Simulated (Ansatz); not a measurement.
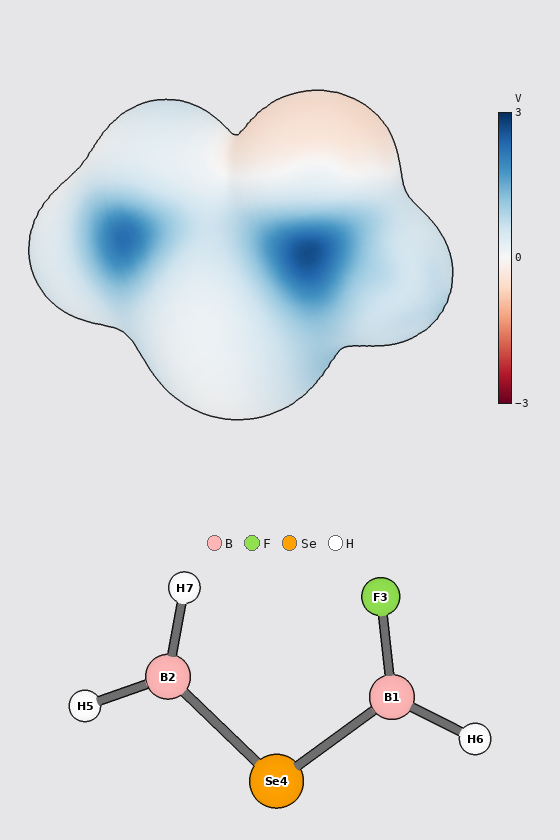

Figure 1: B$_{2}$FH$_{3}$Se. The molecular electrostatic potential painted on the density surface at 0.004 e/bohr³, seen at a tilt; red is negative and blue positive. The bare structure is drawn below in the same view.

Geometry: PBE0-D3(BJ)/def2-SVP.

All numbers below come from Ansatz 0.2.0, isolated molecule in a Gaussian basis; Kohn-Sham density functional theory, functional PBE0.

```tsv
atom	x (Å)	y (Å)	z (Å)
B	0.5266	-0.0514	-1.5446
B	0.0400	0.9657	1.2282
F	0.9013	1.1914	-1.7489
Se	-0.1036	-0.6610	0.2099
H	-0.2877	0.9024	2.3846
H	0.5698	-0.8404	-2.4567
H	0.4381	1.9763	0.7140
```

> Which sites attract a positive test charge, and which a negative one?

A positive charge is drawn to the negative regions and a negative charge to the positive ones. The most negative region (about −0.5 V) lies over F3, the most positive (about +2.6 V) over B1.
